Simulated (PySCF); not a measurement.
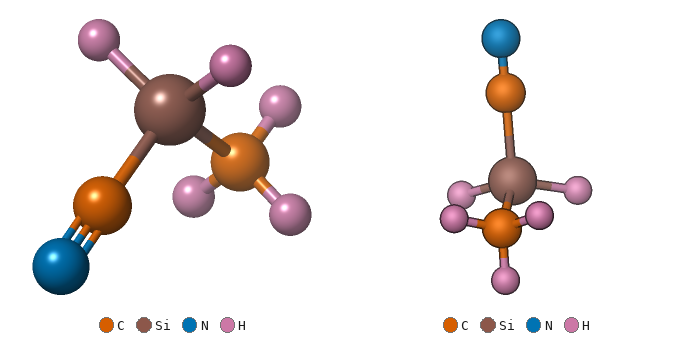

Both panels show the same species.

Describe the molecule.

It has 9 atoms: 2 carbon, 5 hydrogen, 1 nitrogen and 1 silicon (C₂H₅NSi). As SMILES it reads `C[SiH2]C#N`. It has no ring. Among its groups: nitrile, Si–H bond. This geometry has Cs symmetry. Coordination: 1 C tetrahedral; 1 Si tetrahedral; 1 C linear.

The parts below concern this one geometry. Atoms keep their numbers from picture to picture. The geometry was computed by an optimisation with PBE0-D3(BJ)/def2-SVP. No frequency run is at hand to confirm it as a minimum.

### Shape

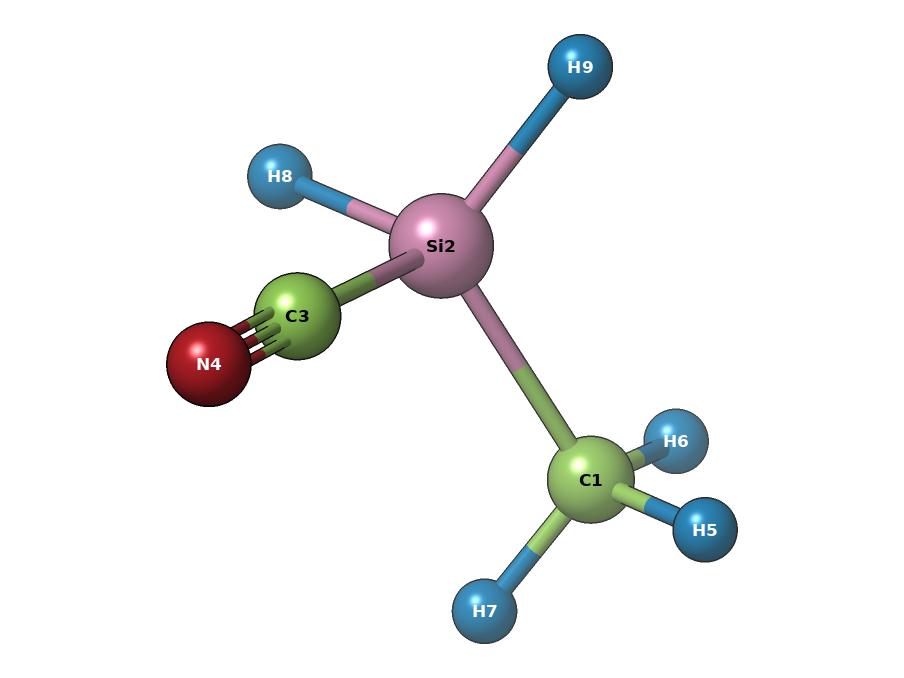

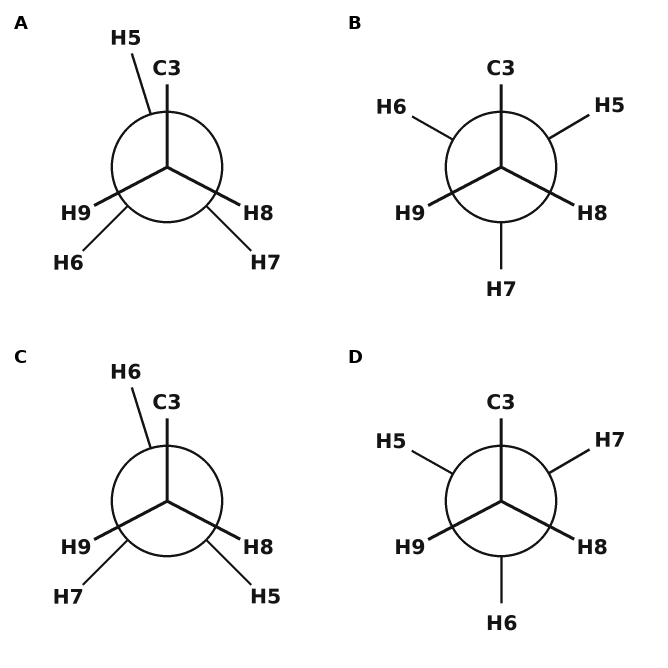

Distant atoms are faded towards the background colour. Bonds that would overlap in a projection are set slightly apart. No frequency run is at hand to confirm it as a minimum.

**Which Newman projection shows the view along Si2–C1, with Si2 in front?**

D. The torsion angle C3–Si2–C1–H5 is −61°, synclinal (gauche).

### Dipole moment

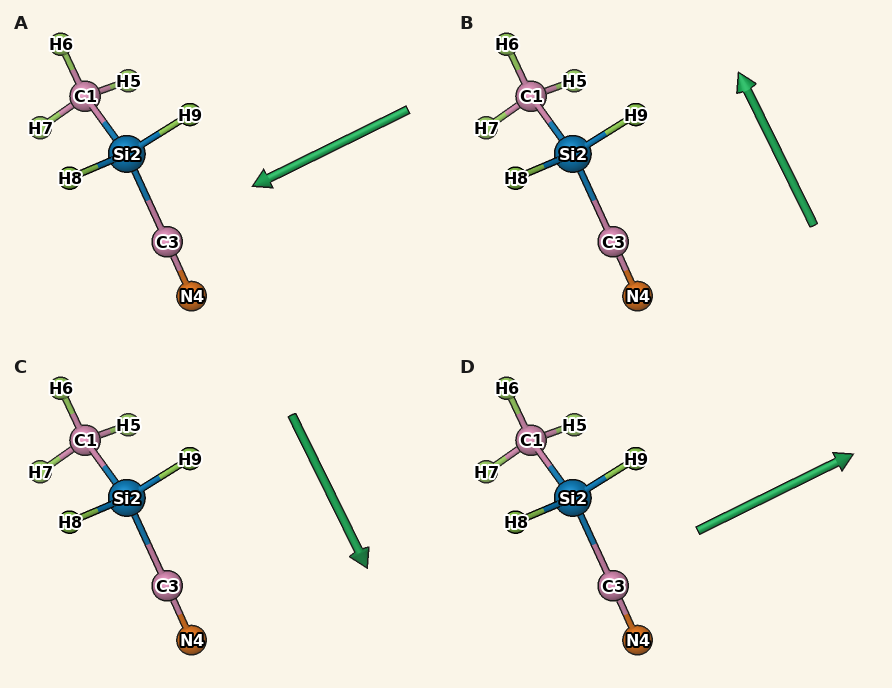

The same molecule four times, each with an arrow. No frequency run is at hand to confirm it as a minimum. Method: LC-wPBE/def2-SVPD, gas phase (PySCF 2.14.0).

**Which arrow points along the dipole moment, from the negative to the positive end?**

B. The dipole moment is 4.05 D; it points from the side of N4 to the side of H6 (the outermost atoms at the two ends).

### Polarisability

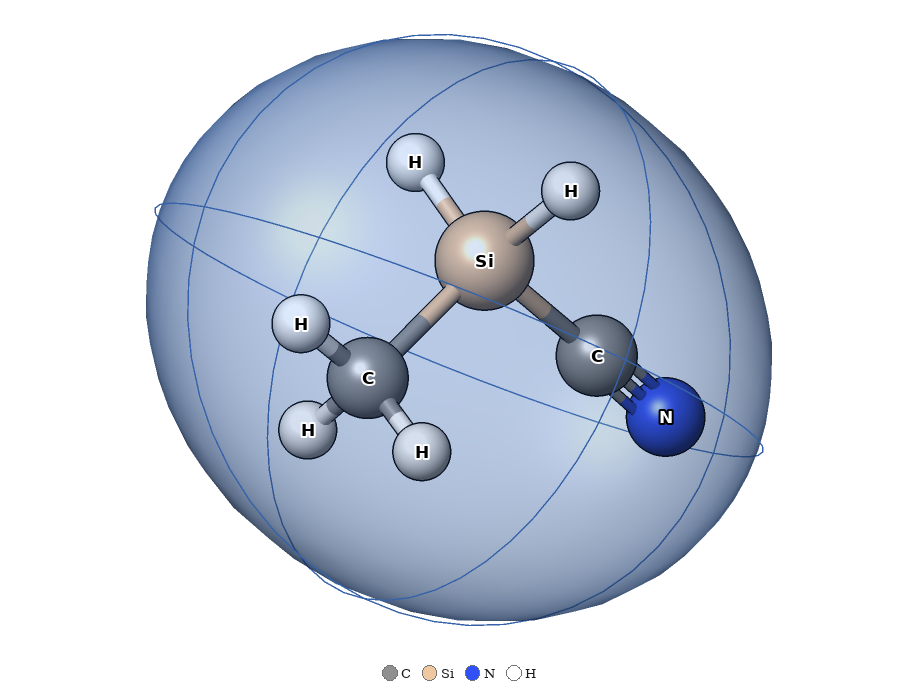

The ellipsoid shows the static dipole polarisability: its half-axes are proportional to the principal values. No frequency run is at hand to confirm it as a minimum. Computed with LC-wPBE/def2-SVPD (PySCF 2.14.0).

**Give the principal values, the mean and the anisotropy.**

Principal values 45.2, 50.1, 64.1 bohr³; mean 53.1 bohr³ (7.87 Å³); anisotropy 17.0 bohr³, so the longest axis is 1.42 times the shortest.

### Excitation

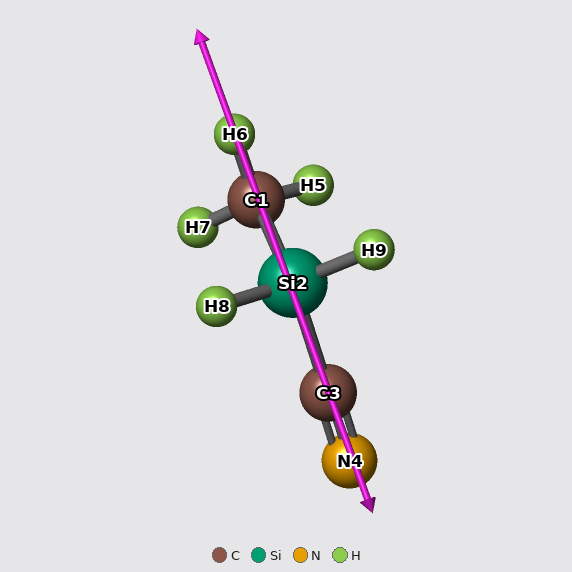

The double arrow shows the direction of the transition dipole to excited singlet state 6 (its length means nothing). No frequency run is at hand to confirm it as a minimum. Properties computed with TDDFT PBE0/def2-TZVPD, vertical, gas phase, core orbitals frozen in the response (PySCF 2.14.0).

**How is the transition polarised?**

Close to the long direction C1···N4.

**Where does the transition lie, and how strong is it?**

8.20 eV (151 nm), oscillator strength 0.22, of mixed character, with the largest part HOMO → LUMO (weight 0.40); transition dipole 2.67 D.
